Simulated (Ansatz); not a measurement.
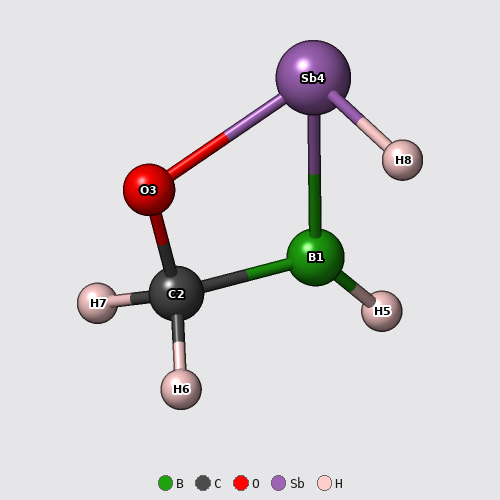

The system is CH₄BOSb (SMILES [BH]1C[O][SbH]1) with the probe Cl-; the picture shows it without the atoms that are moved over the map. The probe is moved over a plane parallel to the molecule's main plane, 4.01 Å above it. Coordinates scanned: (1) x of the probe's Cl atom; (2) y of the probe's Cl atom. Nothing is relaxed (molecule and probe rigid). Grid: 9 × 11 points. Energies: kJ/mol, counted from the lowest grid point. Computed with RHF/def2-SVPD (Ansatz).

Range: x of the probe's Cl atom from −2.88 to 2.88 Å; y of the probe's Cl atom from −3.60 to 3.60 Å.

> What will the energy surface look like?

The lowest grid point is at x of the probe's Cl atom = −0.72 Å, y of the probe's Cl atom = −1.44 Å [nearest 1 H at 3.47 Å]. No other kind of well shows on this grid. The highest grid point, x of the probe's Cl atom = 0.00 Å, y of the probe's Cl atom = 3.60 Å, lies 39.1 kJ/mol above the lowest. Near the minimum the curvatures are about 0.037 and 0.077 eV/Å² along the soft and the stiff direction.

```tsv
y of the probe's Cl atom ↓, x of the probe's Cl atom →	−2.88	−2.16	−1.44	−0.72	0.00	0.72	1.44	2.16	2.88
3.60	32.6	34.5	36.6	38.4	39.1	38.4	36.5	34.1	32.1
2.88	29.4	31.2	33.6	35.9	36.8	35.9	33.5	30.9	28.8
2.16	24.9	26.3	28.7	31.1	32.2	31.3	28.8	26.1	24.3
1.44	19.7	20.3	22.2	24.5	25.7	25.2	23.3	21.0	19.5
0.72	14.8	14.3	15.3	16.8	18.3	19.2	18.8	17.0	15.3
0.00	11.0	9.3	8.8	9.4	11.2	14.1	15.6	14.1	12.0
−0.72	8.7	5.8	3.8	3.3	5.1	8.8	11.1	10.1	8.6
−1.44	7.9	4.4	1.4	0.0	1.1	3.7	5.6	5.6	5.7
−2.16	8.6	5.1	2.1	0.3	0.3	1.6	2.7	3.6	5.0
−2.88	10.2	7.2	4.6	3.0	2.4	2.8	3.5	4.6	6.3
−3.60	12.1	9.8	7.8	6.4	5.8	5.8	6.3	7.3	8.8
```

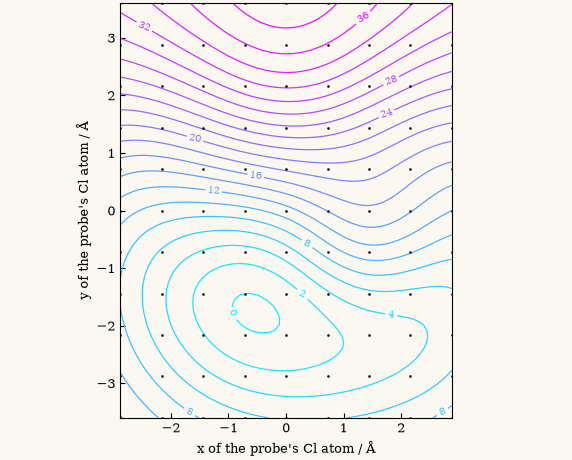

The picture shows contour lines labelled in kJ/mol, dots at the grid points. Between grid points the surface is interpolated.

Each point was launched as `ansatz run input.yaml --threads 1 --pin off --max-ram 2560MiB --backend cpu --events-out ev --progress --plain --runs-dir out`. The whole map (99 points run) took 13 min on 1 thread of Arm Neoverse V1, on a shared host.
